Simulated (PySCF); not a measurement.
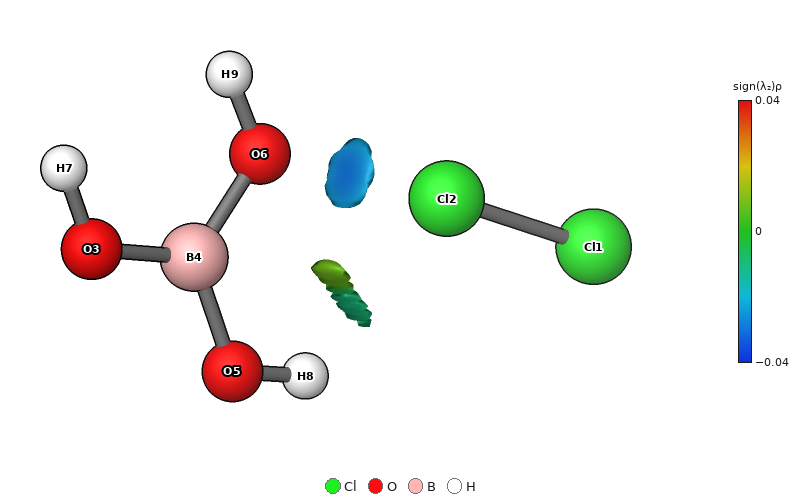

*BCl2H3O3, SMILES `ClCl.OB(O)O`. Non-covalent interaction surfaces between the fragments (reduced density gradient s = 0.4, coloured by sign(λ₂)ρ in a.u.; trimmed to the region between the fragments where ρ is under 0.06 a.u.). Fragment A: Cl2 (atoms 1–2); fragment B: BH3O3.*

Level of theory: TPSS/6-311G** (PySCF), at a geometry from GFN2-xTB. GFN2-xTB bond lengths at metals and heavier atoms can be off by up to 0.1 Å and shapes distorted, which carries into these values.

The calculation's input:

```python
import numpy as np
from pyscf import gto, scf, dft
from pyscf.scf import atom_ks, atom_hf
from scipy.linalg import block_diag
from pyscf.dispersion import dftd3

def solve(mol, dm0=None, hcore=None):
    mf = (dft.UKS if mol.spin else dft.RKS)(mol, xc='tpss')
    mf.grids.level = 3
    mf = mf.density_fit(auxbasis='def2-universal-jkfit')
    mf.conv_tol, mf.max_cycle = 1e-8, 80
    if hcore is not None:
        mf.get_hcore = lambda *args: hcore
    mf.kernel(dm0)
    if not mf.converged:
        mf = mf.newton().run(mf.mo_coeff, mf.mo_occ, max_cycle=30)
    assert mf.converged, 'SCF not converged'
    return mf

mol = gto.M(atom='''
Cl     3.03262    -0.21764     0.00000
Cl     1.10730     0.37501     0.00000
O     -3.55597     0.01194     0.00000
B     -2.21219    -0.12705     0.00000
O     -1.71514    -1.37502     0.00000
O     -1.34142     0.95087     0.00000
H     -3.91722     0.89643     0.00000
H     -0.76140    -1.46042     0.00000
H     -1.73896     1.82155     0.00000
''', basis='6-311g**', charge=0, spin=0, verbose=4)
mol_a = gto.M(atom='''
Cl     3.03262    -0.21764     0.00000
Cl     1.10730     0.37501     0.00000
ghost-O     -3.55597     0.01194     0.00000
ghost-B     -2.21219    -0.12705     0.00000
ghost-O     -1.71514    -1.37502     0.00000
ghost-O     -1.34142     0.95087     0.00000
ghost-H     -3.91722     0.89643     0.00000
ghost-H     -0.76140    -1.46042     0.00000
ghost-H     -1.73896     1.82155     0.00000
''', basis='6-311g**', charge=0, spin=0, verbose=4)
mol_b = gto.M(atom='''
ghost-Cl     3.03262    -0.21764     0.00000
ghost-Cl     1.10730     0.37501     0.00000
O     -3.55597     0.01194     0.00000
B     -2.21219    -0.12705     0.00000
O     -1.71514    -1.37502     0.00000
O     -1.34142     0.95087     0.00000
H     -3.91722     0.89643     0.00000
H     -0.76140    -1.46042     0.00000
H     -1.73896     1.82155     0.00000
''', basis='6-311g**', charge=0, spin=0, verbose=4)
ab, a, b = solve(mol), solve(mol_a), solve(mol_b)
e_int = ab.e_tot - a.e_tot - b.e_tot
print('counterpoise-corrected interaction energy / kcal/mol', e_int * 627.5095)
def disp(atoms, charge):
    m = gto.M(atom=atoms, charge=charge, basis='sto-3g', spin=None, unit='Bohr', verbose=0)
    return dftd3.DFTD3Dispersion(m, xc='tpss', version='d3bj').get_dispersion()['energy']
e_disp = disp(mol._atom, mol.charge) - disp(mol._atom[:2], mol_a.charge) - disp(mol._atom[2:], mol_b.charge)
print('D3(BJ) part / kcal/mol', e_disp * 627.5095)
# spherically averaged free atoms, for the promolecule
atm = atom_ks.get_atm_nrks(mol, xc='tpss')
pro = block_diag(*[(atm[a[0]][2] * atm[a[0]][3]) @ atm[a[0]][2].T for a in mol._atom])
np.savez('result.npz', e_int=e_int, e_disp=e_disp, dm_a=a.make_rdm1(), dm_b=b.make_rdm1(), c=ab.mo_coeff, occ=ab.mo_occ, eps=ab.mo_energy, pro=pro, d=[f.dip_moment(verbose=0) for f in (ab, a, b)])
```

Command:

```sh
OMP_NUM_THREADS=1 python input.py
```

The run took 2.1 min on 1 thread of Intel(R) Xeon(R) Processor @ 2.70GHz (shared host), peak memory 0.6 GiB.

Partitions, critical points and surface values were worked out afterwards from this run's density.

Interpret the surfaces between the fragments.

Answer. Bond critical points between the fragments: Cl2···O6, 2.52 Å, ρ = 0.029 a.u.; Cl2···H8, hydrogen bond, 2.62 Å, ρ = 0.010 a.u. The strongest appears blue (attractive, sign(λ₂)ρ well below zero). Several contacts close a ring, whose ring point adds a part with positive λ₂ between them. The pose is a local one from a semi-empirical search, not shown to be the most stable.

How strongly are they bound?

Answer. The counterpoise-corrected interaction energy of the frozen fragments is −2.5 kcal/mol without dispersion correction and −4.2 kcal/mol with D3(BJ). The pair geometry is semi-empirical, not a minimum at this level.
